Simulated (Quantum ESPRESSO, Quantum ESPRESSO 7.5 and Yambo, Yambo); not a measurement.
## A GW chain in Yambo: PbO (P4/nmm)

Wanted: ground state, empty states, screening and self-energy for PbO (P4/nmm).

Method: PBE and many-body steps on it, plane waves, in Quantum ESPRESSO 7.5 and Yambo 5.3.0.

The database entry behind the starting cell differs from later determinations by our own check (c about 1 % long), so it need not match the best structure at ambient conditions.

### 1. The structure

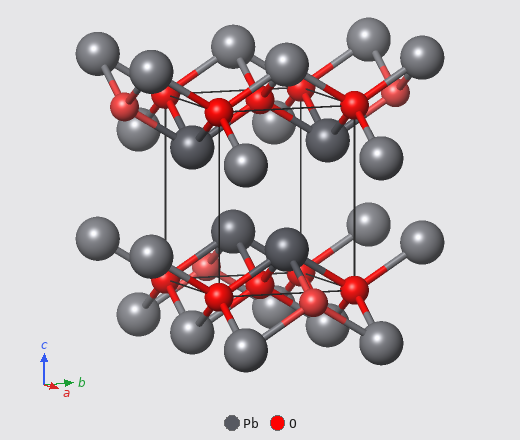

Start, viewed slightly off an axis; lead dark grey, oxygen red. Some periodic images of atoms are drawn too.

The cell and positions come from the Crystallography Open Database and are kept as given unless a step says otherwise. Spin-orbit coupling is left out unless a step names it.

### 2. Ground state

This step: Quantum ESPRESSO 7.5; DFT, PBE, plane waves, norm-conserving pseudopotentials.

The ground-state density comes first.

File pw.in:

```
&control
  calculation = 'scf'
  prefix = 'x'
  outdir = 'o'
  pseudo_dir = 'pseudo'
/
&system
  ibrav = 0
  nat = 4
  ntyp = 2
  ecutwfc = 76.0
  nbnd = 34
  force_symmorphic = .true.
/
&electrons
  conv_thr = 1e-10
  electron_maxstep = 80
  mixing_beta = 0.5
/
ATOMIC_SPECIES
  Pb 207.2 Pb.upf
  O 15.999 O.upf
CELL_PARAMETERS angstrom
  3.9600000000 0.0000000000 0.0000000000
  0.0000000000 3.9600000000 0.0000000000
  0.0000000000 0.0000000000 5.0700000000
ATOMIC_POSITIONS crystal
  Pb 0.0000000000 0.5000000000 0.2385140000
  Pb 0.5000000000 0.0000000000 0.7614860000
  O 0.0000000000 0.0000000000 0.0000000000
  O 0.5000000000 0.5000000000 0.0000000000
K_POINTS automatic
  6 6 4 0 0 0
```

Launch:

```bash
OMP_NUM_THREADS=1 mpirun -n 4 pw.x -nk 4 -in pw.in > pw.out
```

The log of the run:

```text
Program PWSCF v.7.5 starts

     This program is part of the open-source Quantum ESPRESSO suite
     for quantum simulation of materials; please cite
         "P. Giannozzi et al., J. Phys.:Condens. Matter 21 395502 (2009);
         "P. Giannozzi et al., J. Phys.:Condens. Matter 29 465901 (2017);
         "P. Giannozzi et al., J. Chem. Phys. 152 154105 (2020);
     in publications or presentations arising from this work. More details at
     Message from routine setup:
     using ibrav=0 with symmetry is DISCOURAGED, use correct ibrav instead

     G-vector sticks info

     bravais-lattice index     =            0
     lattice parameter (alat)  =       7.4833  a.u.
     unit-cell volume          =     536.5311 (a.u.)^3
     number of atoms/cell      =            4
     number of atomic types    =            2
     number of electrons       =        56.00
     number of Kohn-Sham states=           34
     kinetic-energy cutoff     =      76.0000  Ry
     charge density cutoff     =     304.0000  Ry
     scf convergence threshold =      1.0E-10
     mixing beta               =       0.5000
     number of iterations used =            8  plain     mixing
     Exchange-correlation= PBE
                           (   1   4   3   4   0   0   0)

     celldm(1)=   7.483315  celldm(2)=   0.000000  celldm(3)=   0.000000
     celldm(4)=   0.000000  celldm(5)=   0.000000  celldm(6)=   0.000000

     crystal axes: (cart. coord. in units of alat)
               a(1) = (   1.000000   0.000000   0.000000 )
               a(2) = (   0.000000   1.000000   0.000000 )
               a(3) = (   0.000000   0.000000   1.280303 )

     reciprocal axes: (cart. coord. in units 2 pi/alat)
               b(1) = (  1.000000  0.000000  0.000000 )
               b(2) = (  0.000000  1.000000  0.000000 )
               b(3) = (  0.000000  0.000000  0.781065 )
     Pseudo is Norm-conserving + core correction, Zval = 22.0
     Generated using ONCVPSP code by D. R. Hamann
     Using radial grid of 1692 points,  7 beta functions with:
     Pseudo is Norm-conserving + core correction, Zval =  6.0
     Generated using ONCVPSP code by D. R. Hamann
     Using radial grid of  936 points,  5 beta functions with:
     Pb               22.00   207.20000     Pb( 1.00)
     O                 6.00    15.99900     O ( 1.00)

      8 Sym. Ops. (no inversion) found

   Cartesian axes

     site n.     atom                  positions (alat units)
         1        Pb     tau(   1) = (   0.0000000   0.5000000   0.3053702  )
         2        Pb     tau(   2) = (   0.5000000   0.0000000   0.9749328  )
         3        O      tau(   3) = (   0.0000000   0.0000000   0.0000000  )
         4        O      tau(   4) = (   0.5000000   0.5000000   0.0000000  )

     number of k points=    30
                       cart. coord. in units 2pi/alat
        k(    1) = (   0.0000000   0.0000000   0.0000000), wk =   0.0138889
        k(    2) = (   0.0000000   0.0000000   0.1952663), wk =   0.0277778
        k(    3) = (   0.0000000   0.0000000  -0.3905325), wk =   0.0138889
        k(    4) = (   0.0000000   0.1666667   0.0000000), wk =   0.0555556
        k(    5) = (   0.0000000   0.1666667   0.1952663), wk =   0.1111111
        k(    6) = (   0.0000000   0.1666667  -0.3905325), wk =   0.0555556
        k(    7) = (   0.0000000   0.3333333   0.0000000), wk =   0.0555556
        k(    8) = (   0.0000000   0.3333333   0.1952663), wk =   0.1111111
        k(    9) = (   0.0000000   0.3333333  -0.3905325), wk =   0.0555556
        k(   10) = (   0.0000000  -0.5000000   0.0000000), wk =   0.0277778
     [... 18 further rows ...]
        k(   29) = (  -0.5000000  -0.5000000   0.1952663), wk =   0.0277778
        k(   30) = (  -0.5000000  -0.5000000  -0.3905325), wk =   0.0138889

     Dense  grid:    48109 G-vectors     FFT dimensions: (  45,  45,  54)

     Initial potential from superposition of free atoms

     starting charge      55.9957, renormalised to      56.0000
     Starting wfcs are   34 randomized atomic wfcs

     per-process dynamical memory:    58.7 Mb

     Self-consistent Calculation

     iteration #  1     ecut=    76.00 Ry     beta= 0.50

     total energy              =    -904.70561089 Ry
     estimated scf accuracy    <       1.41623504 Ry

     iteration #  2     ecut=    76.00 Ry     beta= 0.50

     total energy              =    -904.92389049 Ry
     estimated scf accuracy    <       1.95910633 Ry

     iteration #  3     ecut=    76.00 Ry     beta= 0.50

     total energy              =    -905.29373876 Ry
     estimated scf accuracy    <       0.03956207 Ry

     iteration #  4     ecut=    76.00 Ry     beta= 0.50

     total energy              =    -905.29603297 Ry
     estimated scf accuracy    <       0.00511704 Ry

     iteration #  5     ecut=    76.00 Ry     beta= 0.50

     total energy              =    -905.29686398 Ry
     estimated scf accuracy    <       0.00097876 Ry

     iteration #  6     ecut=    76.00 Ry     beta= 0.50

     total energy              =    -905.29704782 Ry
     estimated scf accuracy    <       0.00001685 Ry

     iteration #  7     ecut=    76.00 Ry     beta= 0.50

     total energy              =    -905.29704397 Ry
     estimated scf accuracy    <       0.00002331 Ry

     iteration #  8     ecut=    76.00 Ry     beta= 0.50

     total energy              =    -905.29704621 Ry
     estimated scf accuracy    <       0.00000083 Ry

     iteration #  9     ecut=    76.00 Ry     beta= 0.50

     total energy              =    -905.29704641 Ry
     estimated scf accuracy    <       0.00000006 Ry

     iteration # 10     ecut=    76.00 Ry     beta= 0.50

     total energy              =    -905.29704642 Ry
     estimated scf accuracy    <          3.4E-09 Ry

     iteration # 11     ecut=    76.00 Ry     beta= 0.50

     total energy              =    -905.29704642 Ry
     estimated scf accuracy    <          4.1E-10 Ry

     iteration # 12     ecut=    76.00 Ry     beta= 0.50

     total energy              =    -905.29704642 Ry
     estimated scf accuracy    <          4.7E-10 Ry

     iteration # 13     ecut=    76.00 Ry     beta= 0.50

     End of self-consistent calculation

          k = 0.0000 0.0000 0.0000 (  6023 PWs)   bands (ev):

  -128.2830-128.2830 -69.9774 -69.9774 -69.9769 -69.9769 -69.9736 -69.9728
    -7.8584  -7.3200  -5.5689  -5.5689  -5.5086  -5.5056  -5.4213  -5.3480
    -5.3451  -5.3451  -5.3282  -3.9810   3.2148   3.7135   6.2611   6.2611
     8.7623   8.8860   8.8860  10.4904  12.9003  16.0070  16.0704  16.0704
    17.0432  17.0432

          k = 0.0000 0.0000 0.1953 (  6003 PWs)   bands (ev):

  -128.2831-128.2829 -69.9773 -69.9773 -69.9770 -69.9770 -69.9735 -69.9729
    -7.8465  -7.3120  -5.5453  -5.5453  -5.5251  -5.4840  -5.4096  -5.3727
    -5.3727  -5.3572  -5.3400  -3.9736   2.2241   5.0873   6.3359   6.3359
     8.7449   8.8729   8.8729  10.0697  12.6312  15.0213  15.0213  15.5356
    18.3218  18.3219

          k = 0.0000 0.0000-0.3905 (  6026 PWs)   bands (ev):

  -128.2831-128.2829 -69.9773 -69.9773 -69.9771 -69.9771 -69.9734 -69.9731
    -7.8346  -7.3040  -5.5417  -5.5100  -5.5100  -5.4570  -5.4122  -5.4122
    -5.3908  -5.3715  -5.3589  -3.9664   1.7793   6.0769   6.4144   6.4144
     8.7279   8.8572   8.8572   9.4097  12.5985  14.4710  14.4710  14.8306
    19.1286  19.1286

          k = 0.0000 0.1667 0.0000 (  6013 PWs)   bands (ev):

     [... further k-points ...]

     highest occupied, lowest unoccupied level (ev):    10.4904   11.6307

!    total energy              =    -905.29704642 Ry
     estimated scf accuracy    <          8.0E-11 Ry

     The total energy is the sum of the following terms:
     one-electron contribution =    -520.71231522 Ry
     hartree contribution      =     265.95388723 Ry
     xc contribution           =    -152.79671818 Ry
     ewald contribution        =    -497.74190025 Ry

     convergence has been achieved in  13 iterations

     XML data file, charge density, pseudopotentials, collected wavefunctions

=------------------------------------------------------------------------------=
   JOB DONE.
=------------------------------------------------------------------------------=
```

It took 34 s on 4 MPI ranks of Arm Neoverse V1, shared host; peak memory 0.42 GiB; 2.3 min of CPU time.

Numbers from this step:

* total energy: -12317.1938 eV
* gap: 1.140 eV
* k of the valence top: 0, 0, 0
* k of the conduction bottom: -0.5, -0.5, 0
* least direct gap: 2.140 eV

The gap is indirect, with the least direct gap 1.00 eV higher.

### 3. Bands along the symmetry lines

The cheap functional maps the bands first; the places of the edges decide which points the dearer methods must see.

File pw.in:

```
&control
  calculation = 'bands'
  prefix = 'x'
  outdir = 'o'
  pseudo_dir = 'pseudo'
/
&system
  ibrav = 0
  nat = 4
  ntyp = 2
  ecutwfc = 76.0
  nbnd = 34
  force_symmorphic = .true.
/
&electrons
  conv_thr = 1e-9
  electron_maxstep = 80
  diago_full_acc = .true.
  diago_thr_init = 5e-6
/
ATOMIC_SPECIES
  Pb 207.2 Pb.upf
  O 15.999 O.upf
CELL_PARAMETERS angstrom
  3.9600000000 0.0000000000 0.0000000000
  0.0000000000 3.9600000000 0.0000000000
  0.0000000000 0.0000000000 5.0700000000
ATOMIC_POSITIONS crystal
  Pb 0.0000000000 0.5000000000 0.2385140000
  Pb 0.5000000000 0.0000000000 0.7614860000
  O 0.0000000000 0.0000000000 0.0000000000
  O 0.5000000000 0.5000000000 0.0000000000
K_POINTS crystal
  75
  0.00000000 0.00000000 0.00000000 1
  0.00000000 0.06250000 0.00000000 1
  0.00000000 0.12500000 0.00000000 1
  0.00000000 0.18750000 0.00000000 1
  0.00000000 0.25000000 0.00000000 1
  0.00000000 0.31250000 0.00000000 1
  0.00000000 0.37500000 0.00000000 1
  0.00000000 0.43750000 0.00000000 1
  0.00000000 0.50000000 0.00000000 1
  0.06250000 0.50000000 0.00000000 1
  0.12500000 0.50000000 0.00000000 1
  0.18750000 0.50000000 0.00000000 1
  0.25000000 0.50000000 0.00000000 1
  0.31250000 0.50000000 0.00000000 1
  0.37500000 0.50000000 0.00000000 1
  0.43750000 0.50000000 0.00000000 1
  0.50000000 0.50000000 0.00000000 1
  0.43750000 0.43750000 0.00000000 1
  0.37500000 0.37500000 0.00000000 1
  0.31250000 0.31250000 0.00000000 1
  0.25000000 0.25000000 0.00000000 1
  0.18750000 0.18750000 0.00000000 1
  0.12500000 0.12500000 0.00000000 1
  0.06250000 0.06250000 0.00000000 1
  0.00000000 0.00000000 0.00000000 1
  0.00000000 0.00000000 0.06250000 1
  0.00000000 0.00000000 0.12500000 1
  0.00000000 0.00000000 0.18750000 1
  0.00000000 0.00000000 0.25000000 1
  0.00000000 0.00000000 0.31250000 1
  0.00000000 0.00000000 0.37500000 1
  0.00000000 0.00000000 0.43750000 1
  0.00000000 0.00000000 0.50000000 1
  0.00000000 0.06250000 0.50000000 1
  0.00000000 0.12500000 0.50000000 1
  0.00000000 0.18750000 0.50000000 1
  0.00000000 0.25000000 0.50000000 1
  0.00000000 0.31250000 0.50000000 1
  0.00000000 0.37500000 0.50000000 1
  0.00000000 0.43750000 0.50000000 1
  0.00000000 0.50000000 0.50000000 1
  0.06250000 0.50000000 0.50000000 1
  0.12500000 0.50000000 0.50000000 1
  0.18750000 0.50000000 0.50000000 1
  0.25000000 0.50000000 0.50000000 1
  0.31250000 0.50000000 0.50000000 1
  0.37500000 0.50000000 0.50000000 1
  0.43750000 0.50000000 0.50000000 1
  0.50000000 0.50000000 0.50000000 1
  0.43750000 0.43750000 0.50000000 1
  0.37500000 0.37500000 0.50000000 1
  0.31250000 0.31250000 0.50000000 1
  0.25000000 0.25000000 0.50000000 1
  0.18750000 0.18750000 0.50000000 1
  0.12500000 0.12500000 0.50000000 1
  0.06250000 0.06250000 0.50000000 1
  0.00000000 0.00000000 0.50000000 1
  0.00000000 0.50000000 0.00000000 1
  0.00000000 0.50000000 0.06250000 1
  0.00000000 0.50000000 0.12500000 1
  0.00000000 0.50000000 0.18750000 1
  0.00000000 0.50000000 0.25000000 1
  0.00000000 0.50000000 0.31250000 1
  0.00000000 0.50000000 0.37500000 1
  0.00000000 0.50000000 0.43750000 1
  0.00000000 0.50000000 0.50000000 1
  0.50000000 0.50000000 0.00000000 1
  0.50000000 0.50000000 0.06250000 1
  0.50000000 0.50000000 0.12500000 1
  0.50000000 0.50000000 0.18750000 1
  0.50000000 0.50000000 0.25000000 1
  0.50000000 0.50000000 0.31250000 1
  0.50000000 0.50000000 0.37500000 1
  0.50000000 0.50000000 0.43750000 1
  0.50000000 0.50000000 0.50000000 1
```

The log of the run:

```text
[banner, memory and clock lines left out]
Program PWSCF v.7.5 starts

     Atomic positions and unit cell read from directory:
     o/x.save/

     Message from routine setup:
     using ibrav=0 with symmetry is DISCOURAGED, use correct ibrav instead

     G-vector sticks info

     bravais-lattice index     =            0
     lattice parameter (alat)  =       7.4833  a.u.
     unit-cell volume          =     536.5311 (a.u.)^3
     number of atoms/cell      =            4
     number of atomic types    =            2
     number of electrons       =        56.00
     number of Kohn-Sham states=           34
     kinetic-energy cutoff     =      76.0000  Ry
     charge density cutoff     =     304.0000  Ry
     Exchange-correlation= PBE
                           (   1   4   3   4   0   0   0)

     celldm(1)=   7.483315  celldm(2)=   0.000000  celldm(3)=   0.000000
     celldm(4)=   0.000000  celldm(5)=   0.000000  celldm(6)=   0.000000

     crystal axes: (cart. coord. in units of alat)
               a(1) = (   1.000000   0.000000   0.000000 )
               a(2) = (   0.000000   1.000000   0.000000 )
               a(3) = (   0.000000   0.000000   1.280303 )

     reciprocal axes: (cart. coord. in units 2 pi/alat)
               b(1) = (  1.000000  0.000000  0.000000 )
               b(2) = (  0.000000  1.000000  0.000000 )
               b(3) = (  0.000000  0.000000  0.781065 )
     Pseudo is Norm-conserving + core correction, Zval = 22.0
     Generated using ONCVPSP code by D. R. Hamann
     Using radial grid of 1692 points,  7 beta functions with:
     Pseudo is Norm-conserving + core correction, Zval =  6.0
     Generated using ONCVPSP code by D. R. Hamann
     Using radial grid of  936 points,  5 beta functions with:
     Pb               22.00   207.20000     Pb( 1.00)
     O                 6.00    15.99900     O ( 1.00)

      8 Sym. Ops. (no inversion) found

   Cartesian axes

     site n.     atom                  positions (alat units)
         1        Pb     tau(   1) = (   0.0000000   0.5000000   0.3053702  )
         2        Pb     tau(   2) = (   0.5000000   0.0000000   0.9749328  )
         3        O      tau(   3) = (   0.0000000   0.0000000   0.0000000  )
         4        O      tau(   4) = (   0.5000000   0.5000000   0.0000000  )

     number of k points=    75
                       cart. coord. in units 2pi/alat
        k(    1) = (   0.0000000   0.0000000   0.0000000), wk =   0.0266667
        k(    2) = (   0.0000000   0.0625000   0.0000000), wk =   0.0266667
        k(    3) = (   0.0000000   0.1250000   0.0000000), wk =   0.0266667
[...]
[... 63 further rows ...]
        k(   74) = (   0.5000000   0.5000000   0.3417160), wk =   0.0266667
        k(   75) = (   0.5000000   0.5000000   0.3905325), wk =   0.0266667

     Dense  grid:    48109 G-vectors     FFT dimensions: (  45,  45,  54)

     The potential is recalculated from file :
     o/x.save/charge-density

     Starting wfcs are   34 randomized atomic wfcs

     Band Structure Calculation

     End of band structure calculation

          k = 0.0000 0.0000 0.0000 (  6023 PWs)   bands (ev):

  -128.2830-128.2830 -69.9774 -69.9774 -69.9769 -69.9769 -69.9736 -69.9728
    -7.8584  -7.3200  -5.5688  -5.5688  -5.5085  -5.5056  -5.4212  -5.3480
    -5.3450  -5.3450  -5.3281  -3.9810   3.2148   3.7136   6.2611   6.2611
     8.7622   8.8859   8.8859  10.4903  12.9003  16.0071  16.0704  16.0704
    17.0432  17.0432

          k = 0.0000 0.0625 0.0000 (  6021 PWs)   bands (ev):

  -128.2830-128.2830 -69.9774 -69.9774 -69.9769 -69.9769 -69.9736 -69.9728
[...]
16.8800  17.0634

          k = 0.0000 0.1250 0.0000 (  6015 PWs)   bands (ev):

  -128.2830-128.2830 -69.9774 -69.9773 -69.9770 -69.9769 -69.9736 -69.9728
[...]
16.5157  17.1201

[...]
k = 0.5000 0.5000 0.3417 (  5984 PWs)   bands (ev):

  -128.2830-128.2830 -69.9775 -69.9775 -69.9772 -69.9772 -69.9732 -69.9732
[...]
16.2460  16.2460

          k = 0.5000 0.5000 0.3905 (  5984 PWs)   bands (ev):

  -128.2830-128.2830 -69.9775 -69.9775 -69.9772 -69.9772 -69.9732 -69.9732
[...]
-5.3628  -5.3628  -4.4549  -4.4549   2.3599   2.3599   6.5838   6.5838
     8.1891   8.1891   9.4888   9.4888  13.8403  13.8403  15.1573  15.1573
    16.2625  16.2625

     XML data file, pseudopotentials, collected wavefunctions
```

It took 15 s on 4 MPI ranks; peak memory 0.31 GiB; 61 s of CPU time.

This step gave:

| Item | Value |
| --- | --- |
| gap | 1.139 eV |
| k of the valence top | 0, 0.0625, 0 |
| k of the conduction bottom | 0.5, 0.5, 0 |
| least direct gap | 2.140 eV |

The gap is 1.139 eV, −0.001 eV from the run before at this level.

The electronic bands at the labelled points (eV, zero at the top of the highest filled band):

| point | band 25 | band 26 | band 27 | band 28 | band 29 | band 30 | band 31 | band 32 |
| --- | --- | --- | --- | --- | --- | --- | --- | --- |
| Γ | -1.73 | -1.61 | -1.61 | 0.00 | 2.41 | 5.52 | 5.58 | 5.58 |
| X | -2.96 | -2.96 | -1.74 | -1.74 | 3.32 | 3.32 | 6.61 | 6.61 |
| M | -1.76 | -1.76 | -1.00 | -1.00 | 1.14 | 1.14 | 5.20 | 5.20 |
| Γ | -1.73 | -1.61 | -1.61 | 0.00 | 2.41 | 5.52 | 5.58 | 5.58 |
| Z | -1.76 | -1.63 | -1.63 | -1.08 | 2.11 | 3.98 | 3.98 | 4.34 |
| R | -2.93 | -2.93 | -1.07 | -1.07 | 3.01 | 3.01 | 6.31 | 6.31 |
| A | -2.30 | -2.30 | -1.00 | -1.00 | 3.35 | 3.35 | 4.67 | 4.67 |
| Z | -1.76 | -1.63 | -1.63 | -1.08 | 2.11 | 3.98 | 3.98 | 4.34 |
| jump to X | -2.96 | -2.96 | -1.74 | -1.74 | 3.32 | 3.32 | 6.61 | 6.61 |
| R | -2.93 | -2.93 | -1.07 | -1.07 | 3.01 | 3.01 | 6.31 | 6.31 |
| jump to M | -1.76 | -1.76 | -1.00 | -1.00 | 1.14 | 1.14 | 5.20 | 5.20 |
| A | -2.30 | -2.30 | -1.00 | -1.00 | 3.35 | 3.35 | 4.67 | 4.67 |

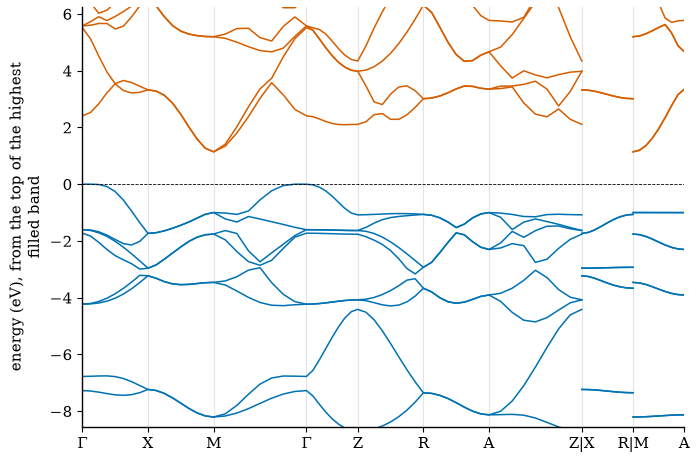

Electronic bands along the path; lines of filled and empty bands in two colours.

(Continued in part 2 of 3.)

[Paths, hosts, dates, memory and timing lines, banners, echoed tables and standing remarks are left out of the program output.]

[Logs are printed without paths, hosts, clocks, repeated set-up lines and the standing remarks that a program may print on its own settings, such as how far it seeks lower states.]

[Runs of the session that timed out or met a known fault of the program may be left out.]

[Hosts, paths, dates, database ids (printed as entryN), source tags and the programs' standing remarks are cut or masked in the printed files.]
